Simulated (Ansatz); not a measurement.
CH₆Ge···HF

Input file:

```
crystal:
  periodic: [false, false, false]
  atoms:
    - { symbol: Ge, position_ang: [-0.378351, -0.541351, 0.736623] }
    - { symbol: F, position_ang: [2.046256, -0.669571, -1.148256] }
    - { symbol: H, position_ang: [-0.523098, -1.899527, 0.03102] }
    - { symbol: H, position_ang: [-1.343332, -0.500034, 1.938886] }
    - { symbol: C, position_ang: [-0.700597, 0.946875, -0.47827] }
    - { symbol: H, position_ang: [2.14244, -0.583014, -0.247382] }
    - { symbol: H, position_ang: [1.031583, -0.447037, 1.311732] }
    - { symbol: H, position_ang: [-0.652574, 1.903594, 0.06107] }
    - { symbol: H, position_ang: [-1.691908, 0.856935, -0.94436] }
    - { symbol: H, position_ang: [0.069581, 0.933231, -1.260964] }
magnetization:
  spin_polarized: true
basis:
  gaussian: { orbitals: def2-SVP }
hamiltonian:
  xc: pbe0
relax:
  f_tol: 0.03
  max_steps: 50
output:
  orbitals: {}
```

Run with:

```sh
ansatz run input.yaml --threads 4 --pin off --max-ram 5120MiB --backend cpu --events-out ev --progress --plain --runs-dir out
```

The fields are those of the relaxed geometry.

Theory: UKS PBE0/def2-SVP in Ansatz 0.2.0.

> What can the converged electron density and electron localisation function tell about the bonding?

H6···H7 (1.80 Å): the density falls to about 0.12 e/Å³ on the way; the ELF dips to about 0.10 between them.
F–H (0.93 Å): ρ at the midpoint is about 4.6 e/Å³; the ELF climbs to about 1 towards the hydrogen, as it does in any bond to H: an ordinary covalent bond to hydrogen.
Ge–H (1.54 Å): ρ at the midpoint is about 1 e/Å³; the ELF climbs to about 1 towards the hydrogen.

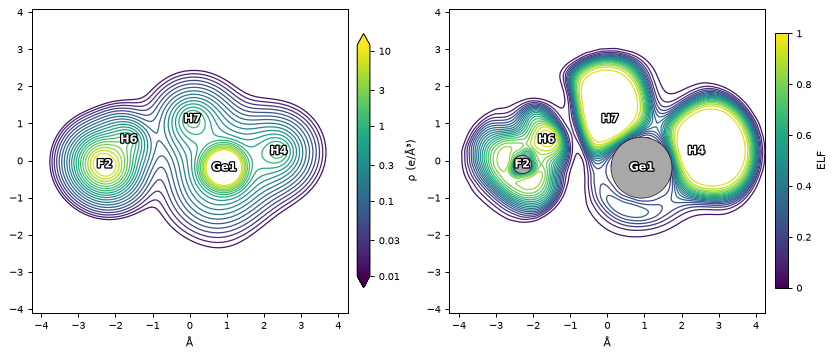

Computed electron density and electron localisation function on the plane of atoms H4, Ge1 and H7, in this order. Grey discs cover the atomic cores in the ELF map. 
